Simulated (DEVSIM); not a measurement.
Device: Si n-i-p diode, at 300 K.

| layer (left to right) | material | thickness (μm) | Nd (cm⁻³) | Na (cm⁻³) | τn (s) | τp (s) |
|---|---|---|---|---|---|---|
| 1 | Si | 0.330 | 5.9e17 | - | 7.6e-5 | 7.6e-5 |
| 2 | Si | 42.0 | - | 3.1e12 | 7.6e-5 | 7.6e-5 |
| 3 | Si | 3.70 | - | 3.4e17 | 7.6e-5 | 7.6e-5 |

Left contact: ohmic. Right contact: ohmic. Voltage is applied to the left contact. Recombination: SRH at mid-gap. Mobility is μmin + (μ − μmin)/(1 + (N/Nref)^α).

This is a model device: material constants are rounded textbook-type values typed into the input, and sizes, dopings and lifetimes were drawn at random. Values at 300 K.

```tsv
parameter	Si
gap (eV)	1.124
affinity (eV)	4.05
permittivity	11.7
Nc (cm⁻³)	2.86e19
Nv (cm⁻³)	3.1e19
μn (cm²/Vs)	1417
μp (cm²/Vs)	470
μn,min	52
μp,min	45
Nref,n	9.7e16
Nref,p	2.2e17
αn	0.68
αp	0.72
```

DEVSIM, 1D drift-diffusion, Boltzmann statistics, complete ionisation; no tunnelling, impact ionisation, image-force lowering or self-heating.

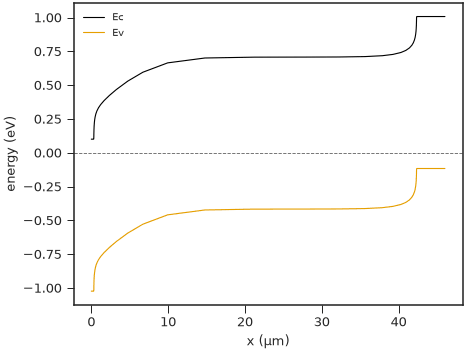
Fig. 1. Band edges at zero bias

Energies count from the Fermi level of the right contact; mesh points crowd at the junctions.

```
x (μm)   Ec (eV)  Ev (eV)  n (cm⁻³)  p (cm⁻³)  field (V/cm)
-------  -------  -------  --------  --------  ------------
0.000      0.100   -1.024    5.9e17       200           ≈ 0
0.04918    0.100   -1.024    5.9e17       200           ≈ 0
0.1780     0.100   -1.024    5.9e17       200           ≈ 0
0.2901     0.100   -1.024    5.9e17       200            34
0.3468     0.171   -0.953    3.9e16      3000         18000
0.4392     0.244   -0.880    2.2e15     52000          4300
0.7231     0.308   -0.816    1.9e14    620000          1400
2.352      0.423   -0.701    2.2e12     5.3e7           510
6.714      0.596   -0.528     2.8e9    4.1e10           290
21.21      0.707   -0.417     3.8e7    3.0e12           ≈ 0
35.64      0.711   -0.413     3.2e7    3.6e12            17
40.93      0.756   -0.368   5600000    2.1e13           310
41.92      0.813   -0.311    620000    1.9e14          1200
42.22      0.876   -0.248     55000    2.1e15          4100
42.33      0.969   -0.155      1500    7.8e16         25000
42.37      1.007   -0.117       340    3.4e17           150
42.51      1.007   -0.117       340    3.4e17           ≈ 0
42.97      1.007   -0.117       340    3.4e17           ≈ 0
44.90      1.007   -0.117       340    3.4e17           ≈ 0
45.70      1.007   -0.117       340    3.4e17           ≈ 0
45.94      1.007   -0.117       340    3.4e17           ≈ 0
46.03      1.007   -0.117       340    3.4e17           ≈ 0
```
